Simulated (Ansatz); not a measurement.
# BSiH4 (SMILES [BH][SiH3]) at 6 levels

Wanted: a comparison of 6 runs (UHF/STO-3G, U-wB97X/STO-3G, UB3LYP/STO-3G, UPBE/STO-3G, USVWN5/STO-3G, UCCSD/STO-3G) of BSiH4. 

The results are computed with Ansatz 0.2.0.

54 further runs of the same task are left out: 1 that didn't finish, 53 set aside as unsound or not needed.

### 1 Starting point

BSiH4: 6 atoms, total charge 0, spin state doublet. As SMILES, `[BH][SiH3]`. The H3–B1 distance was set to 1.736 Å, away from the relaxed value. At this shape a bond of the SMILES string is far longer than usual.

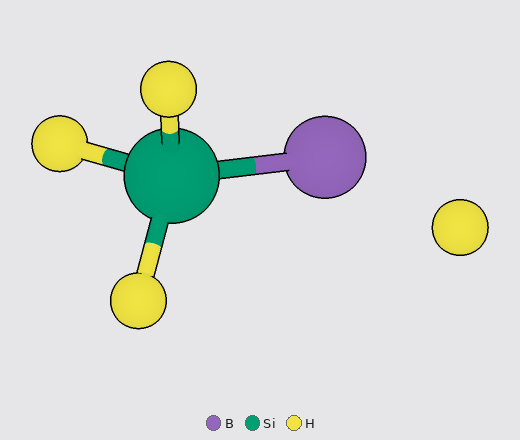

The structure, seen from a chosen angle (boron purple, silicon teal, hydrogen yellow).

### 2 A single-point energy at UHF/STO-3G (run 1)

File molecule.yaml:

```yaml
crystal:
  periodic: [false, false, false]
  atoms:
    - {symbol: B, position_ang: [0.804326, -0.284512, 0.512346]}
    - {symbol: Si, position_ang: [-0.402904, 0.923968, -0.337384]}
    - {symbol: H, position_ang: [1.206890, -1.921260, 0.929580]}
    - {symbol: H, position_ang: [-1.645654, 0.407148, -0.959264]}
    - {symbol: H, position_ang: [0.258506, 1.648288, -1.439934]}
    - {symbol: H, position_ang: [-0.892084, 1.954198, 0.599286]}
basis:
  gaussian: {orbitals: STO-3G}
magnetization: {spin_polarized: true, initial_magnetization: 1}
hamiltonian: {xc: hf}
accuracy: high
```

Command:

```sh
ansatz run molecule.yaml --threads 1 --pin off --max-ram 2610MiB --events-out events.jsonl --progress --plain --runs-dir runs
```

The log of the run:

```text
Warning: RAYON_NUM_THREADS=1 ignored (pool sized by the plan → 1); use --threads N
Functional definition: HF
  name "HF"
  exchange = exact_x
  correlation = 0
312 factors; integrals over basis functions are off by at most 3.6e-8 eV
mean field evaluation 1: about -8489.3637 eV, gradient 1.2e1 eV
mean field evaluation 2: about -8489.3802 eV, gradient 1.2e1 eV
mean field evaluation 4: about -8491.7488 eV, gradient 2.2e0 eV
mean field evaluation 8: about -8491.9228 eV, gradient 3.9e-1 eV
mean field evaluation 16: about -8492.0372 eV, gradient 7.1e-4 eV
mean field evaluation 32: about -8492.0313 eV, gradient 1.5e-1 eV
mean field evaluation 64: about -8491.5197 eV, gradient 1.5e-1 eV
mean field -8492.03717882 eV, -312.0766102121 hartree, gradient 2.2e-8 eV, S^2 0.927238; 3 other end points of the search recorded, 0 dependent functions left out
reference -8492.03717882 eV, -312.0766102121 hartree; 12, 11 occupied and 6, 7 virtual orbitals, 312 factors
Total energy: -8492.03717882 eV, -312.0766102121 hartree
```

Wall time 0.26 s (1 thread of Intel Xeon Platinum 8259CL at 2.50GHz (Skylake/Cascade Lake), shared host).

### 3 The energy at U-wB97X/STO-3G (run 2)

molecule.yaml: that of step 2 with these lines changed.

```diff
@@ -12,3 +12,3 @@
 magnetization: {spin_polarized: true, initial_magnetization: 1}
-hamiltonian: {xc: hf}
+hamiltonian: {xc: {name: wB97X}}
 accuracy: high
```

Command:

```sh
ansatz run molecule.yaml --threads 1 --pin off --max-ram 2610MiB --events-out events.jsonl --progress --plain --runs-dir runs
```

The log of the run, shortened:

```text
Warning: RAYON_NUM_THREADS=1 ignored (pool sized by the plan → 1); use --threads N
Functional definition: wB97X
  name "wB97X"
[...]
      + exact_x_lr(omega)
[...]
      + integral(e_c_pw_opposite_spin*poly(b97_u_opposite, 1, cos1, cos2, cos3, cos4))
312 factors; integrals over basis functions are off by at most 3.6e-8 eV
153 factors; integrals over basis functions are off by at most 1.0e-9 eV
[...]
mean field -8512.45686202 eV, -312.8270197288 hartree, gradient 7.1e-8 eV, S^2 0.754710; 2 other end points of the search recorded, 0 dependent functions left out
reference -8512.45686024 eV, -312.8270196633 hartree; 12, 11 occupied and 6, 7 virtual orbitals, 312 factors
Total energy: -8512.45686024 eV, -312.8270196633 hartree
```

It took 20 s on 1 thread of Intel Xeon Platinum 8259CL at 2.50GHz (Skylake/Cascade Lake), shared host; peak memory 0.42 GiB.

Runs 3 to 5 aren't shown in full; the table further down has their settings and results.

### 4 The energy at UCCSD/STO-3G (run 6)

File input.yaml:

```yaml
crystal:
  periodic: [false, false, false]
  atoms:
    - {symbol: B, position_ang: [0.804326, -0.284512, 0.512346]}
    - {symbol: Si, position_ang: [-0.402904, 0.923968, -0.337384]}
    - {symbol: H, position_ang: [1.206890, -1.921260, 0.929580]}
    - {symbol: H, position_ang: [-1.645654, 0.407148, -0.959264]}
    - {symbol: H, position_ang: [0.258506, 1.648288, -1.439934]}
    - {symbol: H, position_ang: [-0.892084, 1.954198, 0.599286]}
basis:
  gaussian:
    orbitals: STO-3G
accuracy: high
scf:
  omitted_lower_state_checks: [cluster_reference, increment]
magnetization:
  spin_polarized: true
  initial_magnetization: 1
correlation:
  method: ccsd
  frozen_orbitals: {B: 1, H: 0, Si: 5}
```

Command:

```sh
ansatz run input.yaml --threads 1 --pin off --max-ram 2610MiB --events-out events.jsonl --progress --plain --runs-dir runs
```

The log of the run:

```text
Warning: RAYON_NUM_THREADS=1 ignored (pool sized by the plan → 1); use --threads N
[... 13 lines left out ...]
6 core orbitals not correlated: weight in the atoms' cores, before any rotation towards them, 1.000 or more for the frozen orbitals, at most 0.000 for the correlated occupied ones
[... 36 lines left out ...]
Total energy: -8495.22566623 eV, -312.1937849630 hartree
Checks for a lower state left out: cluster_reference, increment
```

It took 0.4 s on 1 thread of Intel Xeon Platinum 8259CL at 2.50GHz (Skylake/Cascade Lake), shared host.

### 5 All runs side by side

```csv
run,level,frozen core orbitals,energy (Eh),⟨S²⟩,wall time
1,UHF/STO-3G,–,-312.076610,0.927,0.26 s
2,U-wB97X/STO-3G,–,-312.827020,0.755,20 s
3,UB3LYP/STO-3G,–,-312.859242,0.753,3.9 s
4,UPBE/STO-3G,–,-312.632134,0.753,2.7 s
5,USVWN5/STO-3G,–,-311.315634,0.754,1.4 s
6,UCCSD/STO-3G,6,-312.193785,0.927,0.4 s
```

### 6 What came out

```
                                          quantity          value
                               run 6: total energy  -312.19378 Eh
run 6: correlation energy (6 core orbitals frozen)     -117.2 mEh
          run 6: ⟨S²⟩ of the reference determinant          0.927
                              run 6: T1 diagnostic          0.043
```

**Reading.** Totals of different functionals can't be ranked against each other. In runs 1, 2, 3, 4, 5, 6 the basis is minimal, so the values are rough. Spin contamination of the reference: run 1 ⟨S²⟩ = 0.93, run 6 ⟨S²⟩ = 0.93. All runs together took 28 s, the longest 20 s.
